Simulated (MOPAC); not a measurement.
**Geometry relaxation, with input and output: ZnSiH$_{3}$OF (part 2 of 2)**

The same run, continued: ZnSiH$_{3}$OF, SMILES [F][Zn][O][SiH3]; PM6-D3, closed shell, dispersion D3 (MOPAC 23.2.5). The atoms were displaced at random from an optimised geometry.

Geometry of the input (Å):
```
F  -0.2623  -3.2478  1.8525
Zn -0.4376  -1.7593  0.9387
O  -0.6259  -0.3018  -0.0008
Si 0.1504  1.0236  -0.5474
H  -0.8169  1.8593  -1.3194
H  0.7154  1.7979  0.5639
H  1.2825  0.6064  -1.4469
```

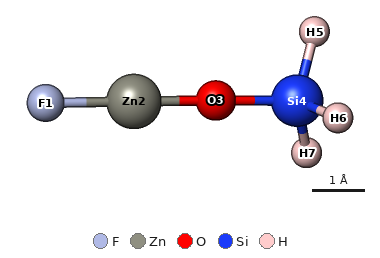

The geometry at step 21 of the log (ball-and-stick view, seen at a tilt; atoms are numbered from 1 in the order of the input).

**Trajectory as extended XYZ, continued**
```
7
Properties=species:S:1:pos:R:3:forces:R:3 step=7 energy=-5.21570
F    -0.2647   -3.2142    1.8318   -0.1227  -0.0313  -0.0117
Zn   -0.4649   -1.7386    0.9123    0.0783  -0.0195   0.0282
O    -0.5126   -0.3413    0.0775    0.0835   0.0541  -0.0083
Si    0.1384    1.0215   -0.5561   -0.0257  -0.1986  -0.0224
H    -0.8554    1.7763   -1.3153   -0.0652  -0.0034   0.0494
H     0.6592    1.7699    0.5840    0.0131   0.1370  -0.0011
H     1.2196    0.5735   -1.4337    0.0388   0.0618  -0.0342
7
Properties=species:S:1:pos:R:3:forces:R:3 step=8 energy=-5.21920
F    -0.2704   -3.2154    1.8289   -0.1252  -0.0676   0.0148
Zn   -0.4659   -1.7385    0.9142    0.0943  -0.0072   0.0126
O    -0.4957   -0.3408    0.0795    0.0210  -0.0200   0.0259
Si    0.1380    1.0219   -0.5583   -0.0105  -0.0776   0.0509
H    -0.8694    1.7645   -1.3096   -0.0655   0.0078   0.0305
H     0.6479    1.7804    0.5877    0.0096   0.0861  -0.0927
H     1.2117    0.5744   -1.4424    0.0762   0.0785  -0.0419
7
Properties=species:S:1:pos:R:3:forces:R:3 step=9 energy=-5.22677
F    -0.2867   -3.2210    1.8254   -0.1231  -0.1091   0.0492
Zn   -0.4634   -1.7395    0.9188    0.1055   0.0405  -0.0352
O    -0.4681   -0.3418    0.0812   -0.0146  -0.1021   0.0920
Si    0.1378    1.0251   -0.5611   -0.0514  -0.0049   0.0246
H    -0.8974    1.7452   -1.2937   -0.0661   0.0151  -0.0107
H     0.6277    1.8090    0.5765    0.0580   0.0531  -0.0992
H     1.2017    0.5853   -1.4613    0.0917   0.1073  -0.0207
7
Properties=species:S:1:pos:R:3:forces:R:3 step=11 energy=-5.25462
F    -0.3856   -3.2595    1.8138   -0.1088  -0.0306   0.0237
Zn   -0.4348   -1.7469    0.9371    0.1205  -0.0358  -0.0217
O    -0.3469   -0.3504    0.1118    0.0558  -0.0020   0.0960
Si    0.1291    1.0439   -0.5816   -0.3131   0.1746   0.0254
H    -1.0296    1.6627   -1.2297    0.0345  -0.1035  -0.1062
H     0.5511    1.9638    0.4835    0.1875  -0.1414  -0.0873
H     1.1730    0.6741   -1.5430    0.0237   0.1389   0.0702
7
Properties=species:S:1:pos:R:3:forces:R:3 step=12 energy=-5.26728
F    -0.4390   -3.2782    1.8074   -0.0851   0.0532  -0.0259
Zn   -0.4158   -1.7526    0.9440    0.1043  -0.0795   0.0205
O    -0.2889   -0.3500    0.1383    0.0886   0.1227   0.0093
Si    0.1171    1.0538   -0.5934   -0.3213   0.1139   0.0606
H    -1.0858    1.6198   -1.2128    0.0554  -0.1535  -0.1230
H     0.5287    2.0276    0.4233    0.1944  -0.1559  -0.0145
H     1.1628    0.7264   -1.5705   -0.0363   0.0991   0.0730
7
Properties=species:S:1:pos:R:3:forces:R:3 step=13 energy=-5.28235
F    -0.5116   -3.3002    1.7948   -0.0314   0.1485  -0.0918
Zn   -0.3865   -1.7620    0.9518    0.0620  -0.0187   0.0431
O    -0.2146   -0.3382    0.1855    0.0558   0.1798  -0.1174
Si    0.0913    1.0651   -0.6088   -0.1097  -0.1025   0.0690
H    -1.1467    1.5555   -1.2185    0.0142  -0.1676  -0.0915
H     0.5229    2.0849    0.3358    0.1206  -0.0248   0.1668
H     1.1485    0.7986   -1.5919   -0.1114  -0.0147   0.0217
7
Properties=species:S:1:pos:R:3:forces:R:3 step=14 energy=-5.28927
F    -0.4965   -3.2924    1.7916   -0.0505   0.0268  -0.0260
Zn   -0.3904   -1.7591    0.9502    0.0697   0.0366   0.0136
O    -0.2312   -0.3344    0.1841    0.0129   0.0660  -0.0700
Si    0.0904    1.0596   -0.6049    0.0036  -0.0157   0.0034
H    -1.1265    1.5605   -1.2390   -0.0469  -0.1169  -0.0658
H     0.5414    2.0530    0.3575    0.0811   0.0212   0.1467
H     1.1471    0.7815   -1.5814   -0.0698  -0.0181  -0.0018
7
Properties=species:S:1:pos:R:3:forces:R:3 step=15 energy=-5.29470
F    -0.5126   -3.2965    1.7800   -0.0485   0.0099  -0.0077
Zn   -0.3858   -1.7568    0.9555    0.0855   0.0822  -0.0223
O    -0.2036   -0.3281    0.1978   -0.0540   0.0000  -0.0536
Si    0.0831    1.0618   -0.6076   -0.0076   0.0301  -0.0179
H    -1.1483    1.5230   -1.2668    0.0849  -0.1057   0.0867
H     0.5437    2.0513    0.3688   -0.0167  -0.0216  -0.0094
H     1.1276    0.7844   -1.5980   -0.0436   0.0050   0.0243
7
Properties=species:S:1:pos:R:3:forces:R:3 step=16 energy=-5.29642
F    -0.5184   -3.2975    1.7783   -0.0380   0.0506  -0.0233
Zn   -0.3822   -1.7549    0.9567    0.0652   0.0089   0.0026
O    -0.2008   -0.3288    0.1957   -0.0516  -0.0115  -0.0290
Si    0.0810    1.0613   -0.6071    0.0749   0.0333  -0.0015
H    -1.1496    1.5123   -1.2619    0.0106  -0.0652   0.0459
H     0.5434    2.0521    0.3667   -0.0261  -0.0173  -0.0035
H     1.1257    0.7881   -1.5972   -0.0350   0.0014   0.0087
7
Properties=species:S:1:pos:R:3:forces:R:3 step=18 energy=-5.29996
F    -0.5573   -3.2973    1.7682   -0.0100   0.0654  -0.0138
Zn   -0.3651   -1.7522    0.9622    0.0197  -0.0620   0.0026
O    -0.1649   -0.3340    0.1963   -0.0094   0.0263   0.0139
Si    0.0748    1.0631   -0.6064    0.0532  -0.0248  -0.0010
H    -1.1867    1.4477   -1.2350   -0.0277   0.0081   0.0008
H     0.5199    2.0787    0.3490   -0.0233  -0.0221   0.0070
H     1.1068    0.8146   -1.6131   -0.0026   0.0091  -0.0095
7
Properties=species:S:1:pos:R:3:forces:R:3 step=19 energy=-5.30049
F    -0.5716   -3.2925    1.7665   -0.0090  -0.0044   0.0159
Zn   -0.3587   -1.7537    0.9608    0.0127   0.0029  -0.0153
O    -0.1518   -0.3340    0.2005    0.0101   0.0100   0.0147
Si    0.0734    1.0626   -0.6058   -0.0112  -0.0168  -0.0192
H    -1.2022    1.4237   -1.2241    0.0035   0.0175   0.0024
H     0.5085    2.0865    0.3446   -0.0118  -0.0186   0.0082
H     1.0993    0.8249   -1.6207    0.0058   0.0094  -0.0067
7
Properties=species:S:1:pos:R:3:forces:R:3 step=20 energy=-5.30061
F    -0.5713   -3.2919    1.7678   -0.0092  -0.0056   0.0118
Zn   -0.3587   -1.7544    0.9595    0.0122   0.0049  -0.0051
O    -0.1523   -0.3331    0.2021    0.0088   0.0066   0.0014
Si    0.0733    1.0623   -0.6062   -0.0033  -0.0103  -0.0103
H    -1.2015    1.4256   -1.2245    0.0015   0.0140   0.0006
H     0.5085    2.0850    0.3456   -0.0111  -0.0168   0.0056
H     1.0999    0.8252   -1.6208    0.0011   0.0072  -0.0040
7
Properties=species:S:1:pos:R:3:forces:R:3 step=21 energy=-5.30071
F    -0.5710   -3.2908    1.7711   -0.0064   0.0040  -0.0020
Zn   -0.3585   -1.7557    0.9568    0.0086   0.0043   0.0151
O    -0.1532   -0.3313    0.2038    0.0053  -0.0207  -0.0120
Si    0.0733    1.0619   -0.6067    0.0000   0.0033  -0.0053
H    -1.2004    1.4300   -1.2246    0.0015   0.0072  -0.0028
H     0.5069    2.0802    0.3497   -0.0025  -0.0044   0.0037
H     1.1009    0.8260   -1.6215   -0.0065   0.0063   0.0031
7
Properties=species:S:1:pos:R:3:forces:R:3 step=22 energy=-5.30076
F    -0.5718   -3.2907    1.7706   -0.0060   0.0030   0.0008
Zn   -0.3581   -1.7553    0.9574    0.0071  -0.0013   0.0130
O    -0.1525   -0.3321    0.2032    0.0065  -0.0097  -0.0141
Si    0.0731    1.0620   -0.6068    0.0015  -0.0006  -0.0006
H    -1.2009    1.4295   -1.2241   -0.0002   0.0078  -0.0037
H     0.5063    2.0802    0.3500   -0.0030  -0.0061   0.0020
H     1.1006    0.8268   -1.6217   -0.0059   0.0069   0.0026
7
Properties=species:S:1:pos:R:3:forces:R:3 step=23 energy=-5.30093
F    -0.5782   -3.2904    1.7689   -0.0005   0.0055   0.0117
Zn   -0.3546   -1.7540    0.9606   -0.0036  -0.0203  -0.0062
O    -0.1471   -0.3367    0.1976    0.0080   0.0175  -0.0104
Si    0.0713    1.0623   -0.6072    0.0018  -0.0168   0.0067
H    -1.2046    1.4287   -1.2207   -0.0026   0.0056  -0.0064
H     0.5002    2.0773    0.3547    0.0025  -0.0019   0.0013
H     1.0983    0.8344   -1.6244   -0.0056   0.0104   0.0032
7
Properties=species:S:1:pos:R:3:forces:R:3 step=25 energy=-5.30106
F    -0.5820   -3.2879    1.7738    0.0041   0.0034   0.0076
Zn   -0.3523   -1.7559    0.9588   -0.0090   0.0038  -0.0101
O    -0.1445   -0.3378    0.1939   -0.0006  -0.0272  -0.0022
Si    0.0701    1.0625   -0.6069   -0.0002   0.0099  -0.0078
H    -1.2055    1.4345   -1.2192    0.0033  -0.0076  -0.0016
H     0.4956    2.0709    0.3621    0.0112   0.0116   0.0058
H     1.0975    0.8432   -1.6259   -0.0088   0.0062   0.0083
7
Properties=species:S:1:pos:R:3:forces:R:3 step=26 energy=-5.30110
F    -0.5816   -3.2872    1.7748    0.0033   0.0002   0.0084
Zn   -0.3524   -1.7561    0.9582   -0.0085   0.0035  -0.0090
O    -0.1448   -0.3386    0.1928   -0.0003  -0.0229  -0.0027
Si    0.0702    1.0626   -0.6065    0.0015   0.0104  -0.0059
H    -1.2049    1.4354   -1.2189   -0.0003  -0.0068  -0.0025
H     0.4956    2.0703    0.3635    0.0108   0.0093   0.0043
H     1.0975    0.8439   -1.6255   -0.0065   0.0063   0.0074
7
Properties=species:S:1:pos:R:3:forces:R:3 step=27 energy=-5.30125
F    -0.5846   -3.2808    1.7867    0.0036  -0.0006  -0.0012
Zn   -0.3518   -1.7594    0.9528   -0.0075  -0.0029   0.0072
O    -0.1401   -0.3472    0.1808    0.0005   0.0221  -0.0074
Si    0.0694    1.0656   -0.6024    0.0012  -0.0086   0.0054
H    -1.2056    1.4383   -1.2133   -0.0149  -0.0012   0.0020
H     0.4925    2.0693    0.3749    0.0018  -0.0142  -0.0034
H     1.0941    0.8596   -1.6248    0.0152   0.0053  -0.0025
7
Properties=species:S:1:pos:R:3:forces:R:3 step=28 energy=-5.30129
F    -0.5839   -3.2818    1.7850    0.0035  -0.0016   0.0016
Zn   -0.3519   -1.7589    0.9538   -0.0073   0.0042  -0.0002
O    -0.1414   -0.3456    0.1821   -0.0014   0.0001   0.0002
Si    0.0695    1.0650   -0.6031    0.0007   0.0008  -0.0027
H    -1.2051    1.4388   -1.2143   -0.0110  -0.0029   0.0017
H     0.4931    2.0679    0.3739    0.0046  -0.0055   0.0003
H     1.0951    0.8574   -1.6247    0.0109   0.0049  -0.0010
7
Properties=species:S:1:pos:R:3:forces:R:3 step=29 energy=-5.30130
F    -0.5838   -3.2818    1.7851    0.0036  -0.0008   0.0011
Zn   -0.3519   -1.7589    0.9538   -0.0072   0.0049  -0.0006
O    -0.1415   -0.3456    0.1819   -0.0017  -0.0041   0.0009
Si    0.0695    1.0649   -0.6032    0.0011   0.0021  -0.0042
H    -1.2054    1.4389   -1.2141   -0.0089  -0.0033   0.0016
H     0.4932    2.0671    0.3744    0.0048  -0.0031   0.0010
H     1.0955    0.8580   -1.6247    0.0083   0.0044   0.0001
7
Properties=species:S:1:pos:R:3:forces:R:3 step=30 energy=-5.30135
F    -0.5821   -3.2810    1.7872    0.0020   0.0026  -0.0003
Zn   -0.3530   -1.7588    0.9534   -0.0035   0.0040  -0.0029
O    -0.1428   -0.3468    0.1785   -0.0014  -0.0156   0.0043
Si    0.0700    1.0649   -0.6032    0.0007   0.0041  -0.0053
H    -1.2062    1.4402   -1.2121    0.0030  -0.0023   0.0006
H     0.4946    2.0617    0.3790    0.0021   0.0060   0.0028
H     1.0988    0.8631   -1.6235   -0.0030   0.0012   0.0008
7
Properties=species:S:1:pos:R:3:forces:R:3 step=32 energy=-5.30136
F    -0.5813   -3.2795    1.7897   -0.0003  -0.0010   0.0000
Zn   -0.3538   -1.7593    0.9522   -0.0001  -0.0005   0.0012
O    -0.1426   -0.3490    0.1757    0.0007   0.0039  -0.0006
Si    0.0703    1.0654   -0.6022   -0.0007  -0.0021   0.0020
H    -1.2060    1.4407   -1.2105    0.0008   0.0004   0.0001
H     0.4948    2.0613    0.3817   -0.0011  -0.0014  -0.0008
H     1.0989    0.8662   -1.6228    0.0008   0.0007  -0.0019
7
Properties=species:S:1:pos:R:3:forces:R:3 step=33 energy=-5.30137
F    -0.5818   -3.2797    1.7893    0.0006  -0.0002   0.0002
Zn   -0.3535   -1.7592    0.9524   -0.0013  -0.0001   0.0002
O    -0.1423   -0.3487    0.1762    0.0004   0.0007   0.0001
Si    0.0702    1.0653   -0.6024    0.0002  -0.0006   0.0001
H    -1.2063    1.4404   -1.2106    0.0011  -0.0002   0.0002
H     0.4945    2.0614    0.3813   -0.0004  -0.0003  -0.0003
H     1.0988    0.8661   -1.6232   -0.0006   0.0008  -0.0005
7
Properties=species:S:1:pos:R:3:forces:R:3 step=34 energy=-5.30137
F    -0.5817   -3.2796    1.7894    0.0003  -0.0003  -0.0002
Zn   -0.3535   -1.7593    0.9523   -0.0009   0.0003   0.0005
O    -0.1423   -0.3487    0.1760    0.0002   0.0001   0.0000
Si    0.0702    1.0654   -0.6024    0.0001  -0.0004  -0.0001
H    -1.2062    1.4405   -1.2105    0.0010  -0.0002   0.0002
H     0.4945    2.0612    0.3815   -0.0003  -0.0001  -0.0001
H     1.0988    0.8663   -1.6232   -0.0006   0.0007  -0.0003
```

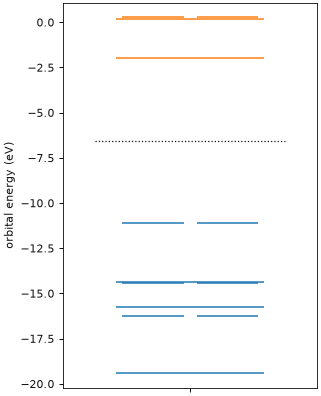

Orbital energies near the frontier; the dotted line parts filled from empty levels, and levels within 0.02 eV of each other stand side by side. Highest filled −11.13 eV, lowest empty −1.98 eV, 9.15 eV apart.

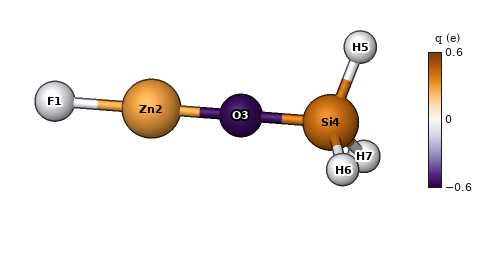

Mulliken charges, as the colour of each atom (ball-and-stick view, seen at a tilt; atoms are numbered from 1 in the order of the input). By element: F −0.05, Zn +0.30, O −0.57, Si +0.41 and H −0.03 e.
